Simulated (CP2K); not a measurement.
**SiClF (SMILES F[Si]Cl): a chain of runs**

We compute energy and gradient (GFN1-xTB), then energy and forces, then energy and forces, then energy and gradient, then energy and gradient, then energy and forces of SiClF. 

The calculation is run with CP2K 2026.2.

4 further runs of the same task are left out: 1 that didn't finish, 3 set aside as unsound or not needed.

## 1. The system as given

SiClF: 3 atoms, total charge 0, spin state singlet. SMILES: `F[Si]Cl`. One bond was lengthened or shortened from a relaxed shape.

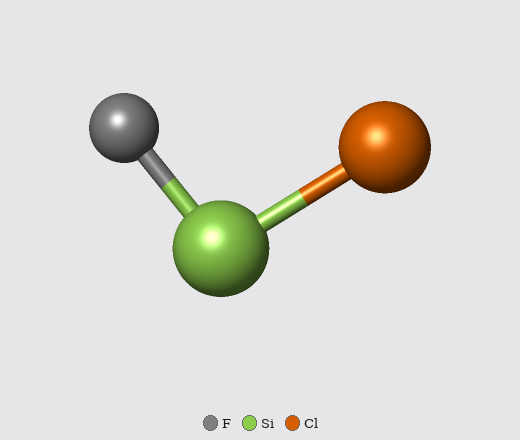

The structure, seen from a chosen angle (fluorine grey, silicon green, chlorine orange).

## 2. Energy and forces at GFN1-xTB (run 1)

Input file qs.inp:

```
&GLOBAL
    PROJECT_NAME qs
    RUN_TYPE ENERGY_FORCE
    PRINT_LEVEL MEDIUM
&END
&FORCE_EVAL
    METHOD Quickstep
    &DFT
        &QS
            METHOD XTB
            EPS_DEFAULT 1.0E-10
            &XTB
                GFN_TYPE 1
                CHECK_ATOMIC_CHARGES F
            &END
        &END
        &POISSON
            PERIODIC NONE
            POISSON_SOLVER ANALYTIC
        &END
        &SCF
            SCF_GUESS ATOMIC
            EPS_SCF 1.0E-07
            MAX_SCF 100
            &DIAGONALIZATION
                ALGORITHM STANDARD
            &END
            &MIXING
                METHOD BROYDEN_MIXING
                ALPHA 0.3
                NBUFFER 8
            &END
        &END
        &PRINT
            &MOMENTS
                PERIODIC F
                REFERENCE COM
                MAX_MOMENT 1
            &END
            &MO ON
                ENERGIES T
                OCCUPATION_NUMBERS T
                NDIGITS 6
                &EACH
                    QS_SCF 0
                &END
                ADD_LAST NUMERIC
            &END
            &HIRSHFELD OFF
            &END
        &END
    &END
    &SUBSYS
        &CELL
            ABC 17.3 18.7 16.6
            PERIODIC NONE
        &END
        &COORD
            F      0.643587    -1.170891     0.217188
            Si    -0.631340    -0.346450    -0.379740
            Cl    -0.012230     1.517330     0.162560
        &END
        &TOPOLOGY
            &CENTER_COORDINATES
            &END
        &END
    &END
    &PRINT
        &FORCES ON
        &END
    &END
&END
```

Started as:

```sh
$ OMP_NUM_THREADS=1 cp2k.psmp qs.inp > qs.out
```

The log of the run:

```text
CP2K| version string:                                       CP2K version 2026.2
[...]
 GLOBAL| Method name                                                        CP2K
[...]
 GLOBAL| Run type                                                   ENERGY_FORCE
[...]
                             - Atoms:                                          3
[...]
                             - Spherical basis functions:                     22
[...]
 Number of electrons:                                                         18
[...]
     1 NoMix/Diag. 0.30E+00    0.0     0.42574653       -11.3028123062 -1.13E+01
[...]
    22 Broy./Diag. 0.30E+00    0.0     0.00000002       -11.3418058064 -1.26E-07
  *** SCF run converged in    22 steps ***
[...]
 TB_DIPOLE| Moment [Debye]         -2.13416552      -0.41094165      -1.19890954
 TB_DIPOLE| Derivative [a.u.]       0.00000000       0.00000000       0.00000000
[...]
 ENERGY| Total FORCE_EVAL ( QS ) energy [hartree]            -11.341805808086441
 FORCES| Atomic forces [hartree/bohr]
 FORCES|   Atom     x               y               z               |f|
 FORCES|      1 -7.16835026E-03 -1.78859777E-03 -4.07248412E-03   8.43619905E-03
 FORCES|      2  8.39252597E-03 -7.75513286E-03  3.66987316E-03   1.20018560E-02
 FORCES|      3 -1.22417570E-03  9.54373064E-03  4.02610958E-04   9.63034248E-03
 FORCES| Sum    -4.33680869E-19 -3.46944695E-18 -3.27971157E-17
 FORCES| Total atomic force                                       3.29829644E-17
[...]
```

It took 0.34 s on 1 thread of Arm Neoverse V1, shared host.

## 3. Energy and forces at GFN1-xTB (run 2)

Input file molecule.inp:

```
&GLOBAL
  PROJECT_NAME molecule
  RUN_TYPE ENERGY_FORCE
  PRINT_LEVEL MEDIUM
&END GLOBAL

&FORCE_EVAL
  METHOD QUICKSTEP
  &DFT
    CHARGE 0
    MULTIPLICITY 1
    &QS
      METHOD XTB
      EPS_DEFAULT 1.0E-10
      &XTB
        GFN_TYPE 1
        CHECK_ATOMIC_CHARGES F
      &END XTB
    &END QS
    &POISSON
      PERIODIC NONE
      POISSON_SOLVER ANALYTIC
    &END POISSON
    &SCF
      SCF_GUESS ATOMIC
      EPS_SCF 1.0E-07
      MAX_SCF 100
      &DIAGONALIZATION
        ALGORITHM STANDARD
      &END DIAGONALIZATION
      &MIXING
        METHOD BROYDEN_MIXING
        ALPHA 0.3
        NBUFFER 8
      &END MIXING
    &END SCF
    &PRINT
      &MOMENTS
        PERIODIC F
        REFERENCE COM
        MAX_MOMENT 1
      &END MOMENTS
      &MO ON
        ENERGIES T
        OCCUPATION_NUMBERS T
        NDIGITS 6
        &EACH
          QS_SCF 0
        &END EACH
        ADD_LAST NUMERIC
      &END MO
      &HIRSHFELD OFF
      &END HIRSHFELD
    &END PRINT
  &END DFT
  &SUBSYS
    &CELL
      ABC [angstrom] 17.6 18.9 16.7
      PERIODIC NONE
    &END CELL
    &COORD
      F      0.962280    -1.376976     0.366402
      Si    -0.631340    -0.346450    -0.379740
      Cl    -0.012230     1.517330     0.162560
    &END COORD
    &TOPOLOGY
      &CENTER_COORDINATES
      &END CENTER_COORDINATES
    &END TOPOLOGY
  &END SUBSYS
  &PRINT
    &FORCES ON
    &END FORCES
  &END PRINT
&END FORCE_EVAL
```

Started as:

```sh
$ OMP_NUM_THREADS=1 cp2k.psmp -i molecule.inp > molecule.out 2>&1
```

The log of the run:

```text
CP2K| version string:                                       CP2K version 2026.2
[...]
 GLOBAL| Method name                                                        CP2K
[...]
 GLOBAL| Run type                                                   ENERGY_FORCE
[...]
                             - Atoms:                                          3
[...]
                             - Spherical basis functions:                     22
[...]
 Number of electrons:                                                         18
[...]
     1 NoMix/Diag. 0.30E+00    0.0     1.35691065       -11.2349780129 -1.12E+01
[...]
    29 Broy./Diag. 0.30E+00    0.0     0.00000009       -11.3062472377 -2.25E-08
  *** SCF run converged in    29 steps ***
[...]
 TB_DIPOLE| Moment [Debye]         -3.47424285       1.15103712      -1.74881016
 TB_DIPOLE| Derivative [a.u.]       0.00000000       0.00000000       0.00000000
[...]
 ENERGY| Total FORCE_EVAL ( QS ) energy [hartree]            -11.306247185227942
 FORCES| Atomic forces [hartree/bohr]
 FORCES|   Atom     x               y               z               |f|
 FORCES|      1 -5.21497309E-02  3.18640294E-02 -2.46240603E-02   6.58882019E-02
 FORCES|      2  5.55001867E-02 -2.65628489E-02  2.70253489E-02   6.72028656E-02
 FORCES|      3 -3.35045576E-03 -5.30118049E-03 -2.40128859E-03   6.71522563E-03
 FORCES| Sum    -8.41340886E-17 -3.72965547E-17  4.33680869E-17
 FORCES| Total atomic force                                       1.01736762E-16
[...]
```

It took 0.34 s on 1 thread of Arm Neoverse V1, shared host.

## 4. Energy and gradient at GFN1-xTB (run 3)

Input file gas.inp:

```
&GLOBAL
    PROJECT_NAME gas
    RUN_TYPE ENERGY_FORCE
    PRINT_LEVEL MEDIUM
&END GLOBAL

&FORCE_EVAL
    METHOD Quickstep
    &DFT
        &QS
            METHOD XTB
            EPS_DEFAULT 1.0E-10
            &XTB
                GFN_TYPE 1
                CHECK_ATOMIC_CHARGES F
            &END XTB
        &END QS
        &POISSON
            PERIODIC NONE
            POISSON_SOLVER ANALYTIC
        &END POISSON
        &SCF
            SCF_GUESS ATOMIC
            EPS_SCF 1.0E-07
            MAX_SCF 100
            &DIAGONALIZATION
                ALGORITHM STANDARD
            &END DIAGONALIZATION
            &MIXING
                METHOD BROYDEN_MIXING
                ALPHA 0.3
                NBUFFER 8
            &END MIXING
        &END SCF
        &PRINT
            &MOMENTS
                PERIODIC F
                REFERENCE COM
                MAX_MOMENT 1
            &END MOMENTS
            &MO ON
                ENERGIES T
                OCCUPATION_NUMBERS T
                NDIGITS 6
                &EACH
                    QS_SCF 0
                &END EACH
                ADD_LAST NUMERIC
            &END MO
            &HIRSHFELD OFF
            &END HIRSHFELD
        &END PRINT
    &END DFT
    &SUBSYS
        &CELL
            ABC 17.9 19.1 16.9
            PERIODIC NONE
        &END CELL
        &COORD
            F      1.281051    -1.583112     0.515652
            Si    -0.631340    -0.346450    -0.379740
            Cl    -0.012230     1.517330     0.162560
        &END COORD
        &TOPOLOGY
            &CENTER_COORDINATES
            &END CENTER_COORDINATES
        &END TOPOLOGY
    &END SUBSYS
    &PRINT
        &FORCES ON
        &END FORCES
    &END PRINT
&END FORCE_EVAL
```

Started as:

```sh
$ OMP_NUM_THREADS=1 cp2k.psmp -i gas.inp > gas.out 2>&1
```

The log of the run:

```text
CP2K| version string:                                       CP2K version 2026.2
[...]
 GLOBAL| Method name                                                        CP2K
[...]
 GLOBAL| Run type                                                   ENERGY_FORCE
[...]
                             - Atoms:                                          3
[...]
                             - Spherical basis functions:                     22
[...]
 Number of electrons:                                                         18
[...]
     1 NoMix/Diag. 0.30E+00    0.0     1.95124634       -11.1667116889 -1.12E+01
[...]
    39 Broy./Diag. 0.30E+00    0.0     0.00000010       -11.2522818440 -4.65E-07
  *** SCF run converged in    39 steps ***
[...]
 TB_DIPOLE| Moment [Debye]         -5.00212160       2.73912487      -2.39726831
 TB_DIPOLE| Derivative [a.u.]       0.00000000       0.00000000       0.00000000
[...]
 ENERGY| Total FORCE_EVAL ( QS ) energy [hartree]            -11.252282025067432
 FORCES| Atomic forces [hartree/bohr]
 FORCES|   Atom     x               y               z               |f|
 FORCES|      1 -5.43609241E-02  3.39724839E-02 -2.55836893E-02   6.90200325E-02
 FORCES|      2  5.99466583E-02 -2.08033157E-02  3.00699085E-02   7.02180831E-02
 FORCES|      3 -5.58573425E-03 -1.31691682E-02 -4.48621921E-03   1.49917838E-02
 FORCES| Sum    -6.93889390E-18  5.20417043E-17 -7.80625564E-17
 FORCES| Total atomic force                                       9.40757671E-17
[...]
```

Run time: 0.36 s. Hardware: 1 thread of Arm Neoverse V1, shared host.

## 5. Energy and gradient at GFN1-xTB (run 4)

Input file calc.inp:

```
&FORCE_EVAL
   METHOD QS
   &DFT
      ! Quickstep
      &QS
         METHOD XTB
         EPS_DEFAULT 1.0E-10
         &XTB
            GFN_TYPE 1
            CHECK_ATOMIC_CHARGES F
         &END XTB
      &END QS
      ! isolated system
      &POISSON
         PERIODIC NONE
         POISSON_SOLVER ANALYTIC
      &END POISSON
      ! SCF settings
      &SCF
         SCF_GUESS ATOMIC
         EPS_SCF 1.0E-07
         MAX_SCF 100
         &DIAGONALIZATION
            ALGORITHM STANDARD
         &END DIAGONALIZATION
         &MIXING
            METHOD BROYDEN_MIXING
            ALPHA 0.3
            NBUFFER 8
         &END MIXING
      &END SCF
      ! extra output
      &PRINT
         &MOMENTS
            PERIODIC F
            REFERENCE COM
            MAX_MOMENT 1
         &END MOMENTS
         &MO ON
            ENERGIES T
            OCCUPATION_NUMBERS T
            NDIGITS 6
            &EACH
               QS_SCF 0
            &END EACH
            ADD_LAST NUMERIC
         &END MO
         &HIRSHFELD OFF
         &END HIRSHFELD
      &END PRINT
   &END DFT
   ! structure
   &SUBSYS
      ! vacuum box
      &CELL
         ABC 18.2 19.3 17
         PERIODIC NONE
      &END CELL
      &COORD
         F      1.599744    -1.789197     0.664866
         Si    -0.631340    -0.346450    -0.379740
         Cl    -0.012230     1.517330     0.162560
      &END COORD
      &TOPOLOGY
         &CENTER_COORDINATES
         &END CENTER_COORDINATES
      &END TOPOLOGY
   &END SUBSYS
   ! extra output
   &PRINT
      &FORCES ON
      &END FORCES
   &END PRINT
&END FORCE_EVAL

&GLOBAL
   PROJECT_NAME calc
   RUN_TYPE ENERGY_FORCE
   PRINT_LEVEL MEDIUM
&END GLOBAL
```

Started as:

```sh
$ OMP_NUM_THREADS=1 cp2k.psmp calc.inp > calc.out
```

The log of the run:

```text
CP2K| version string:                                       CP2K version 2026.2
[...]
 GLOBAL| Method name                                                        CP2K
[...]
 GLOBAL| Run type                                                   ENERGY_FORCE
[...]
                             - Atoms:                                          3
[...]
                             - Spherical basis functions:                     22
[...]
 Number of electrons:                                                         18
[...]
     1 NoMix/Diag. 0.30E+00    0.0     1.98845241       -11.1201402411 -1.11E+01
[...]
    82 Broy./Diag. 0.30E+00    0.0     0.00000005       -11.2042852366  4.85E-07
  *** SCF run converged in    82 steps ***
[...]
 TB_DIPOLE| Moment [Debye]         -6.39600520       4.03838884      -3.00553080
 TB_DIPOLE| Derivative [a.u.]       0.00000000       0.00000000       0.00000000
[...]
 ENERGY| Total FORCE_EVAL ( QS ) energy [hartree]            -11.204285355277502
 FORCES| Atomic forces [hartree/bohr]
 FORCES|   Atom     x               y               z               |f|
 FORCES|      1 -4.26361238E-02  2.64751662E-02 -2.00846427E-02   5.40570657E-02
 FORCES|      2  4.94241220E-02 -9.98937874E-03  2.55902189E-02   5.65454758E-02
 FORCES|      3 -6.78799820E-03 -1.64857875E-02 -5.50557617E-03   1.86593000E-02
 FORCES| Sum    -2.34187669E-17  1.04083409E-17 -1.04083409E-17
 FORCES| Total atomic force                                       2.76605452E-17
[...]
```

Wall time 0.4 s (1 thread of Arm Neoverse V1, shared host).

## 6. Energy and forces at GFN1-xTB (run 5)

Input file gas.inp:

```
&GLOBAL
  PROJECT gas
  RUN_TYPE ENERGY_FORCE
  PRINT_LEVEL MEDIUM
&END GLOBAL

&FORCE_EVAL
  METHOD Quickstep
  &DFT
    CHARGE 0
    MULTIPLICITY 1
    &QS
      METHOD XTB
      EPS_DEFAULT 1.0E-10
      &XTB
        GFN_TYPE 1
        CHECK_ATOMIC_CHARGES F
      &END XTB
    &END QS
    # no periodic images
    &POISSON
      PERIODIC NONE
      POISSON_SOLVER ANALYTIC
    &END POISSON
    &SCF
      SCF_GUESS ATOMIC
      EPS_SCF 1.0E-07
      MAX_SCF 100
      &DIAGONALIZATION
        ALGORITHM STANDARD
      &END DIAGONALIZATION
      &MIXING
        METHOD BROYDEN_MIXING
        ALPHA 0.3
        NBUFFER 8
      &END MIXING
    &END SCF
    # extra output
    &PRINT
      &MOMENTS
        PERIODIC F
        REFERENCE COM
        MAX_MOMENT 1
      &END MOMENTS
      &MO ON
        ENERGIES T
        OCCUPATION_NUMBERS T
        NDIGITS 6
        &EACH
          QS_SCF 0
        &END EACH
        ADD_LAST NUMERIC
      &END MO
      &HIRSHFELD OFF
      &END HIRSHFELD
    &END PRINT
  &END DFT
  &SUBSYS
    # box in angstrom
    &CELL
      ABC [angstrom] 18.5 19.5 17.2
      PERIODIC NONE
    &END CELL
    &COORD
      F      1.918515    -1.995332     0.814116
      Si    -0.631340    -0.346450    -0.379740
      Cl    -0.012230     1.517330     0.162560
    &END COORD
    &TOPOLOGY
      &CENTER_COORDINATES
      &END CENTER_COORDINATES
    &END TOPOLOGY
  &END SUBSYS
  &PRINT
    &FORCES ON
    &END FORCES
  &END PRINT
&END FORCE_EVAL
```

Started as:

```sh
$ OMP_NUM_THREADS=1 cp2k.psmp -i gas.inp -o gas.out
```

The log of the run:

```text
CP2K| version string:                                       CP2K version 2026.2
 CP2K| Input file name                                                   gas.inp

[... 52 lines left out ...]
 xTB| tblite SCC mixer weight factor:                                  1.000E-02
[... 229 lines left out ...]
  Repulsive potential energy:                                   0.01221992007374
[... 2 lines left out ...]
  Dispersion energy:                                           -0.00073980622187
[... 8 lines left out ...]
 *  \___/     SCF run NOT converged. To continue the calculation regardless,   *
 *    |             please set the keyword IGNORE_CONVERGENCE_FAILURE.         *
[... 5 lines left out ...]
 ===== Routine Calling Stack =====

            4 scf_env_do_scf
            3 qs_energies
            2 qs_forces
            1 CP2K

Program received signal SIGABRT: Process abort signal.

Backtrace for this error:
#0  0x5d90873cf957 in ???
#1  0x5d90a7c84cac in __pthread_kill_implementation
#2  0x5d90a7c2bfb7 in raise
#3  0x5d90a7c15d37 in abort
#4  0x5d9087aa2d83 in ???
#5  0x5d9087aa4297 in ???
#6  0x5d90889799ab in ???
#7  0x5d9088983c7b in ???
#8  0x5d90887f555b in ???
#9  0x5d9087684d13 in ???
#10  0x5d908747a0cf in ???
#11  0x5d9087d5745f in ???
#12  0x5d9087d59d0b in ???
#13  0x5d9087470db3 in ???
#14  0x5d908746ef13 in ???
#15  0x5d90a7c16573 in __libc_start_call_main
#16  0x5d90a7c16657 in __libc_start_main_impl
#17  0x5d908746f06f in ???
#18  0xffffffffffffffff in ???
```

It took 0.38 s on 1 thread of Arm Neoverse V1, shared host.

The iterations ended before the threshold was met.

## 7. Energy and forces at GFN1-xTB (run 6)

Input file run.inp:

```
&GLOBAL
 PROJECT_NAME run
 RUN_TYPE ENERGY_FORCE
 PRINT_LEVEL MEDIUM
&END GLOBAL
&FORCE_EVAL
 METHOD QS
 &DFT
  &QS
   METHOD XTB
   EPS_DEFAULT 1.0E-10
   &XTB
    GFN_TYPE 1
    CHECK_ATOMIC_CHARGES F
   &END XTB
  &END QS
  &POISSON
   PERIODIC NONE
   POISSON_SOLVER ANALYTIC
  &END POISSON
  &SCF
   SCF_GUESS ATOMIC
   EPS_SCF 1.0E-07
   MAX_SCF 100
   &DIAGONALIZATION
    ALGORITHM STANDARD
   &END DIAGONALIZATION
   &MIXING
    METHOD BROYDEN_MIXING
    ALPHA 0.3
    NBUFFER 8
   &END MIXING
  &END SCF
  &PRINT
   &MOMENTS
    PERIODIC F
    REFERENCE COM
    MAX_MOMENT 1
   &END MOMENTS
   &MO ON
    ENERGIES T
    OCCUPATION_NUMBERS T
    NDIGITS 6
    &EACH
     QS_SCF 0
    &END EACH
    ADD_LAST NUMERIC
   &END MO
   &HIRSHFELD OFF
   &END HIRSHFELD
  &END PRINT
 &END DFT
 &SUBSYS
  &CELL
   ABC 19.2 19.9 17.5
   PERIODIC NONE
  &END CELL
  &COORD
   F      2.555900    -2.407502     1.112544
   Si    -0.631340    -0.346450    -0.379740
   Cl    -0.012230     1.517330     0.162560
  &END COORD
  &TOPOLOGY
   &CENTER_COORDINATES
   &END CENTER_COORDINATES
  &END TOPOLOGY
 &END SUBSYS
 &PRINT
  &FORCES ON
  &END FORCES
 &END PRINT
&END FORCE_EVAL
```

Started as:

```sh
$ OMP_NUM_THREADS=1 cp2k.psmp -i run.inp -o run.out
```

The log of the run:

```text
CP2K| version string:                                       CP2K version 2026.2
 CP2K| Input file name                                                   run.inp

[... 52 lines left out ...]
 xTB| tblite SCC mixer weight factor:                                  1.000E-02
[... 229 lines left out ...]
  Repulsive potential energy:                                   0.01221991900950
[... 2 lines left out ...]
  Dispersion energy:                                           -0.00064768259725
[... 8 lines left out ...]
 *  \___/     SCF run NOT converged. To continue the calculation regardless,   *
 *    |             please set the keyword IGNORE_CONVERGENCE_FAILURE.         *
[... 5 lines left out ...]
 ===== Routine Calling Stack =====

            4 scf_env_do_scf
            3 qs_energies
            2 qs_forces
            1 CP2K

Program received signal SIGABRT: Process abort signal.

Backtrace for this error:
#0  0x4d50b559f957 in ???
#1  0x4d50d5e54cac in __pthread_kill_implementation
#2  0x4d50d5dfbfb7 in raise
#3  0x4d50d5de5d37 in abort
#4  0x4d50b5c72d83 in ???
#5  0x4d50b5c74297 in ???
#6  0x4d50b6b499ab in ???
#7  0x4d50b6b53c7b in ???
#8  0x4d50b69c555b in ???
#9  0x4d50b5854d13 in ???
#10  0x4d50b564a0cf in ???
#11  0x4d50b5f2745f in ???
#12  0x4d50b5f29d0b in ???
#13  0x4d50b5640db3 in ???
#14  0x4d50b563ef13 in ???
#15  0x4d50d5de6573 in __libc_start_call_main
#16  0x4d50d5de6657 in __libc_start_main_impl
#17  0x4d50b563f06f in ???
#18  0xffffffffffffffff in ???
```

Wall time 0.38 s (1 thread of Arm Neoverse V1, shared host).

The iterations ended before the threshold was met.

## 8. Results

```
                                                  quantity                      value
                             run 1, GFN1-xTB: total energy               -11.34181 Eh
run 1, GFN1-xTB: dipole moment (from atomic charges alone)                     2.48 D
                              run 1, GFN1-xTB: HOMO energy                  -10.53 eV
                        run 1, GFN1-xTB: dispersion energy               -1.86 kJ/mol
                 run 1, GFN1-xTB: largest force on an atom                 0.617 eV/Å
                             run 2, GFN1-xTB: total energy               -11.30625 Eh
run 2, GFN1-xTB: dipole moment (from atomic charges alone)                     4.06 D
                              run 2, GFN1-xTB: HOMO energy                  -10.95 eV
                 run 2, GFN1-xTB: largest force on an atom                 3.456 eV/Å
                             run 3, GFN1-xTB: total energy               -11.25228 Eh
run 3, GFN1-xTB: dipole moment (from atomic charges alone)                     6.19 D
                              run 3, GFN1-xTB: HOMO energy                  -10.45 eV
                        run 3, GFN1-xTB: dispersion energy               -2.06 kJ/mol
                 run 3, GFN1-xTB: largest force on an atom                 3.611 eV/Å
                             run 4, GFN1-xTB: total energy               -11.20429 Eh
run 4, GFN1-xTB: dipole moment (from atomic charges alone)                     8.14 D
                              run 4, GFN1-xTB: HOMO energy                   -9.54 eV
                        run 4, GFN1-xTB: dispersion energy               -2.03 kJ/mol
                 run 4, GFN1-xTB: largest force on an atom                 2.908 eV/Å
                                           run 5, GFN1-xTB  no result (not converged)
                                           run 6, GFN1-xTB  no result (not converged)
```

One bond (run 4, GFN1-xTB) is far stretched, which a spin-restricted single reference describes badly. One bond (run 3, GFN1-xTB) is far stretched, which a spin-restricted single reference describes badly. The dipole (run 1, GFN1-xTB) comes from point charges on the atoms alone, without atomic dipoles, so it is partial. The dipole (run 2, GFN1-xTB) comes from point charges on the atoms alone, without atomic dipoles, so it is partial. The dipole (run 3, GFN1-xTB) comes from point charges on the atoms alone, without atomic dipoles, so it is partial. The dipole (run 4, GFN1-xTB) comes from point charges on the atoms alone, without atomic dipoles, so it is partial. 2 of the 6 runs did not end normally.
